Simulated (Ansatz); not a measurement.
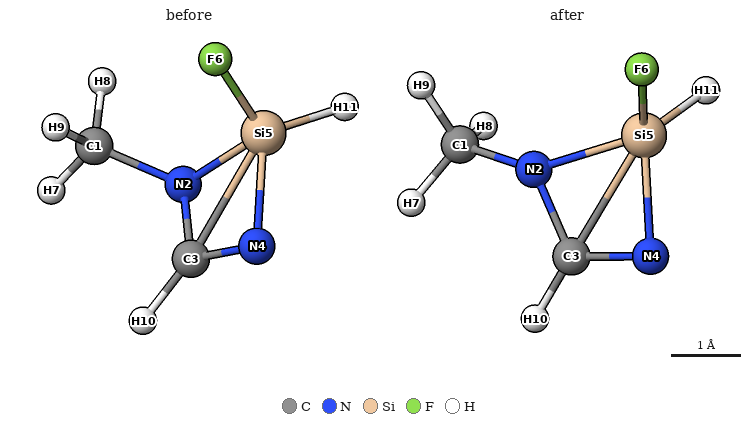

The structure of C$_{2}$H$_{5}$FN$_{2}$Si (coarse preliminary run) before (left) and after (right) a relaxation, at one scale.

The picture is a ball-and-stick view, seen at a tilt.

The start comes from a force field.

The calculation used RKS PBE-D4/def2-SVP in Ansatz 0.2.0.

The input:
```yaml
crystal:
  periodic: [false, false, false]
  atoms:
    - {symbol: C, position_ang: [-0.305100, -0.658100, 1.184400]}
    - {symbol: N, position_ang: [0.204400, -0.466500, -0.146000]}
    - {symbol: C, position_ang: [1.323600, 0.260600, -0.336400]}
    - {symbol: N, position_ang: [1.136600, 1.033200, -1.312700]}
    - {symbol: Si, position_ang: [-0.550300, 0.450400, -1.310400]}
    - {symbol: F, position_ang: [-1.539100, 1.500800, -0.588200]}
    - {symbol: H, position_ang: [0.343500, -1.216700, 1.797600]}
    - {symbol: H, position_ang: [-1.277400, -1.120900, 1.131100]}
    - {symbol: H, position_ang: [-0.493900, 0.363700, 1.727500]}
    - {symbol: H, position_ang: [2.251700, 0.095300, 0.324500]}
    - {symbol: H, position_ang: [-1.028500, -0.298900, -2.450800]}
basis:
  gaussian: {orbitals: def2-SVP}
hamiltonian: {xc: pbe, dispersion: d4}
relax: {f_tol: 0.03, max_steps: 200}
```

Command:
```bash
ansatz run in.yaml --threads 4 --pin off --events-out ev --progress --plain --max-ram 10444MiB
```

### What changed between the two?

The energy falls by 25.2 kcal/mol in 18 accepted moves (21 points after the start). Largest force component: 4.3 eV/Å at the start, 0.019 eV/Å at the end. The line search rejected the trial steps at points 13, 18, 20 of the run. The forces were under the threshold at step 17, but the run went on from there. The atom that moves furthest after the best rigid fit is F6 (0.95 Å). By element the largest moves are F 0.95 Å, H 0.92 Å, N 0.71 Å, Si 0.28 Å, C 0.20 Å. Among the contacts that change: N2–Si5 1.663 → 1.799 Å, C1–H9 1.172 → 1.110 Å, C1–H7 1.053 → 1.111 Å, C3–N4 1.259 → 1.316 Å. Among the angles between lasting bonds that change: C1–N2–Si5 124.1° → 144.7°, C3–Si5–F6 113.2° → 130.8°, F6–Si5–H11 119.2° → 106.7°.
